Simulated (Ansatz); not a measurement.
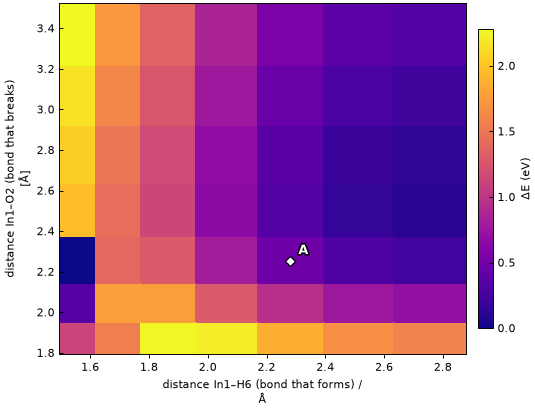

The reacting system Cl2H3InO (fragments ClH₂InO + ClH where the first distance is long, Cl₂HIn + H₂O where the second is long). Coordinates scanned: (1) distance In1–H6 (bond that forms); (2) distance In1–O2 (bond that breaks). Relaxed at each point: all other coordinates. The scan uses a 7 × 7 grid. Points are written as (first, second). All energies are given in eV relative to the lowest grid point. Energies and slopes of some neighbouring points disagree (a jump in structure or state, or too coarse a mesh). The reference is spin-restricted, so regions where a bond is pulled apart into radicals lie too high. Method: RKS PBE0-D4/def2-SVP (Ansatz).

Drawn: one coloured cell a grid point, the point A.

Q: Is A at rest? If not, where is it pushed?

A: A, at (2.280 Å, 2.252 Å), is not a stationary point. The computed force is 1.1 eV for each Å towards larger values of the first coordinate and 1.2 eV for each Å towards larger values of the second coordinate.
